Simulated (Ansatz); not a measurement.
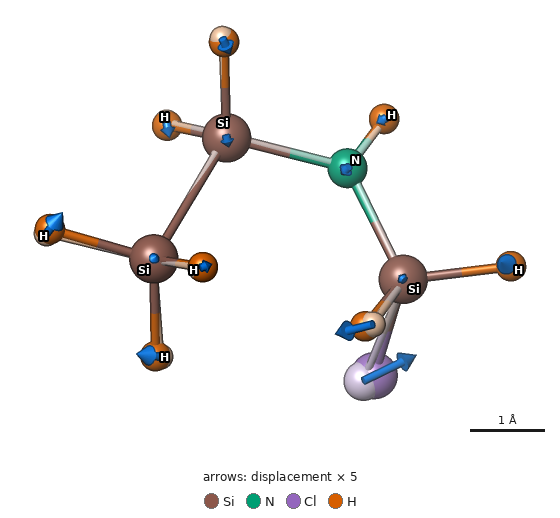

A relaxation of Si3NH8Cl. The starting structure is drawn faded, the final one solid; blue arrows show the displacements, 5 times their true length. The two geometries are superimposed by the best rigid fit.

A ball-and-stick model, seen at a tilt.

The start comes from PBE-D4/def2-SVP.

Computed with RKS PBE0-D4/def2-TZVP (Ansatz).

Input file:
```yaml
crystal:
  periodic: [false, false, false]
  atoms:
    - {symbol: Si, position_ang: [0.096140, 1.910340, -0.610701]}
    - {symbol: Si, position_ang: [0.485252, -0.304541, -1.314026]}
    - {symbol: N, position_ang: [0.337469, -1.407137, 0.061388]}
    - {symbol: Si, position_ang: [-0.371348, -1.071712, 1.609873]}
    - {symbol: Cl, position_ang: [-2.465080, -1.000031, 1.572486]}
    - {symbol: H, position_ang: [1.152855, 2.385229, 0.349552]}
    - {symbol: H, position_ang: [0.120459, 2.787094, -1.835841]}
    - {symbol: H, position_ang: [-1.254509, 2.017460, 0.045140]}
    - {symbol: H, position_ang: [1.859892, -0.426313, -1.922769]}
    - {symbol: H, position_ang: [-0.501625, -0.642948, -2.405906]}
    - {symbol: H, position_ang: [0.452061, -2.404025, -0.156469]}
    - {symbol: H, position_ang: [0.083372, 0.282512, 2.061772]}
    - {symbol: H, position_ang: [0.025361, -2.160726, 2.560400]}
basis:
  gaussian: {orbitals: def2-TZVP}
hamiltonian: {xc: pbe0, dispersion: d4}
relax: {f_tol: 0.005, max_steps: 150}
```

> What did the optimiser do to the structure, and how much energy did it gain?

Cl5 moves most after the best rigid fit: 0.18 Å. Largest moves by element: Cl 0.18 Å, H 0.14 Å, N 0.04 Å, Si 0.04 Å. Near-neighbour distances that change, for instance: Si4–Cl5 2.095 → 2.064 Å, N3–Si4 1.736 → 1.706 Å, Si2–N3 1.769 → 1.740 Å, Si4–H12 1.498 → 1.479 Å. Over 11 accepted moves (12 points after the start) the energy falls by 1.47 kcal/mol. The largest force component goes from 0.63 to 0.0038 eV/Å. The line search rejected the trial step at point 5 of the run. The run took of the order of 5 core-minutes on a shared host.
